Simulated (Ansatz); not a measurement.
# Fields on a plane of Mg2Sn (antifluorite type, space group Fm-3m)

```xyz
3
Lattice="0.0000 3.4081 3.4081 3.4081 0.0000 3.4081 3.4081 3.4081 0.0000" Properties=species:S:1:pos:R:3 pbc="T T T"
Sn     0.0000     0.0000     0.0000
Mg     1.7040     1.7040     1.7040
Mg     5.1121     5.1121     5.1121
```

The slice is a {111} plane (indices of the conventional cell) through the point (0.000, 0.000, 0.000) (fractional), spanned by u = [100] and v = [-1 2 0] in vectors of this cell: u (4.82 Å) and v (8.35 Å, at 90° to u). It covers one period; positions are fractions (u, v).

Atoms on it: Sn at (0.00, 0.00); Sn at (0.50, 0.50). Other atoms lie within 1 Å of the plane.

The numbers are results of PBE (plane waves to 420 eV, PAW, scalar-relativistic; Ansatz, a quantum-chemistry and plane-wave program), not measurements. k mesh 12×12×12. Inside the PAW spheres the values are not all-electron values, and peaks at nuclei hang on which shells count as valence. At this level the bands of Mg2Sn touch or barely overlap; measurements give the solid a gap. Mg2Sn was relaxed with its symmetry unable to fall.

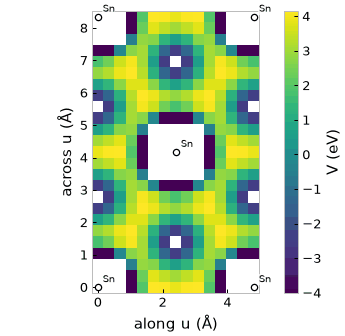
Figure: Electrostatic potential energy of an electron, from the cell's mean, in eV, one period of the plane, atoms marked. Points within 1 Å of a nucleus are left white, as the pseudised field means little there. Values under -4 eV are set to -4. The zero, the cell's mean, hangs on the PAW cores.

```
|8877553311000000000011335577|
|6655332211000000000011223355|
|3322221100000000000000112222|
|1111110000000000000000001111|
|0000000000000000000000000000|
|0000000000000000000000000000|
|0000000000000000000000000000|
|0000000000111111111100000000|
|0000000011222233222211000000|
|0000001122335566553322110000|
|0000001133557788775533110000|
|0000001133668899886633110000|
|0000001133557788775533110000|
|0000001122335566553322110000|
|0000000011222233222211000000|
|0000000000111111111100000000|
|0000000000000000000000000000|
|0000000000000000000000000000|
|0000000000000000000000000000|
|1111110000000000000000001111|
|3322221100000000000000112222|
|6655332211000000000011223355|
|8877553311000000000011335577|
|9988663311000000000011336688|
```
Scale: ten equal steps from -1.09 (start of '0') to 1.22 (end of '9'), in the order '0123456789'. Values: log₁₀ of the valence density in e/Å³. The map has 14 points along u (two characters each, u = 0 at the left) and 24 along v (v = 0 in the bottom row). The scale is logarithmic, as a density can span decades between atoms and voids.
